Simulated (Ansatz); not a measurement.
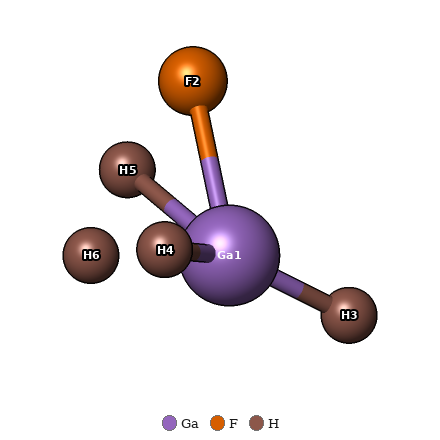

The system is the reacting system FGaH4 (fragments FGaH₂ + H₂ where the first distance is long, GaH₃ + FH where the second is long); the picture shows the reference structure. Coordinates scanned: (1) distance Ga1–H6 (bond that forms); (2) distance H5–H6 (bond that breaks). Relaxed at each point: all other coordinates. The grid has 12 × 12 points. Points are written as (first, second). Energies: kcal/mol, counted from the lowest grid point. Energies and slopes of some neighbouring points disagree (a jump in structure or state, or too coarse a mesh). The reference is spin-restricted, so regions where a bond is pulled apart into radicals lie too high. All numbers below come from RKS PBE0-D4/def2-TZVP (Ansatz).

Its coordinates:

```yaml
atoms:
  - { symbol: Ga, position_ang: [-0.4830, -0.3276, -0.4333] }
  - { symbol: F, position_ang: [0.4008, -0.1877, 1.4923] }
  - { symbol: H, position_ang: [0.1540, -1.5330, -1.1616] }
  - { symbol: H, position_ang: [-1.8506, 0.3910, -0.3810] }
  - { symbol: H, position_ang: [0.8253, 0.5895, 0.6656] }
  - { symbol: H, position_ang: [0.9535, 1.0679, -0.1820] }
```

Range: distance Ga1–H6 (bond that forms) from 1.377 to 2.577 Å; distance H5–H6 (bond that breaks) from 0.666 to 2.466 Å.

What landscape does the calculation give?

The lowest grid point is at (2.577 Å, 0.756 Å). It lies on the edge of the grid, but the force there points inwards, so the minimum lies inside the range. Other grid points that lie below all their neighbours: (1.614 Å, 2.264 Å) (14.6 kcal/mol higher). The highest grid point, (2.577 Å, 2.466 Å), lies 60.8 kcal/mol above the lowest.

| second ↓, first → | 1.377 | 1.437 | 1.519 | 1.614 | 1.716 | 1.825 | 1.940 | 2.059 | 2.183 | 2.311 | 2.442 | 2.577 |
| --- | --- | --- | --- | --- | --- | --- | --- | --- | --- | --- | --- | --- |
| 2.466 | 23.1 | 18.4 | 15.1 | 14.6 | 16.7 | 20.8 | 26.4 | 32.8 | 39.8 | 47.0 | 54.0 | 60.8 |
| 2.264 | 23.4 | 18.6 | 15.2 | 14.6 | 16.6 | 20.6 | 26.0 | 32.2 | 39.1 | 46.0 | 52.9 | 59.5 |
| 2.067 | 23.7 | 18.9 | 15.4 | 14.7 | 16.5 | 20.3 | 25.5 | 31.6 | 38.2 | 44.9 | 51.5 | 57.8 |
| 1.875 | 24.3 | 19.4 | 15.8 | 14.8 | 16.5 | 20.1 | 25.0 | 30.8 | 37.2 | 43.6 | 49.9 | 55.9 |
| 1.689 | 25.0 | 20.0 | 16.3 | 15.2 | 16.6 | 19.9 | 24.6 | 30.1 | 36.0 | 42.1 | 48.0 | 53.6 |
| 1.510 | 26.2 | 21.1 | 17.1 | 15.8 | 17.0 | 20.0 | 24.3 | 29.4 | 34.9 | 40.4 | 45.7 | 50.7 |
| 1.338 | 27.9 | 22.9 | 18.8 | 17.2 | 18.0 | 20.6 | 24.4 | 28.8 | 33.6 | 38.2 | 42.5 | 46.2 |
| 1.174 | 47.3 | 40.4 | 34.0 | 29.7 | 34.1 | 21.9 | 24.6 | 27.7 | 30.7 | 32.4 | 32.8 | 33.2 |
| 1.021 | 46.1 | 38.7 | 31.3 | 25.6 | 21.7 | 21.5 | 19.3 | 18.0 | 17.3 | 17.0 | 17.0 | 17.2 |
| 0.880 | 38.7 | 30.8 | 22.7 | 16.2 | 11.6 | 9.9 | 7.6 | 6.2 | 5.3 | 4.9 | 4.8 | 4.9 |
| 0.756 | 36.2 | 28.0 | 19.6 | 13.9 | 8.9 | 5.3 | 3.0 | 1.5 | 0.6 | 0.2 | 0.0 | 0.0 |
| 0.666 | 41.0 | 32.7 | 24.2 | 17.2 | 12.2 | 9.2 | 6.8 | 5.2 | 4.3 | 3.8 | 3.6 | 3.5 |

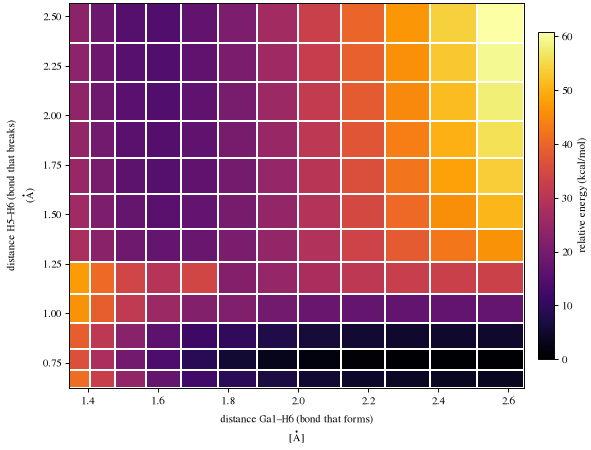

In the figure: one coloured cell a grid point.

Each point was launched as `ansatz run input.yaml --threads 1 --pin off --max-ram 2560MiB --backend cpu --events-out ev --progress --plain --runs-dir out`. Time for the 144 points that were run: 21 min on 1 thread of Arm Neoverse V2, on a shared host.
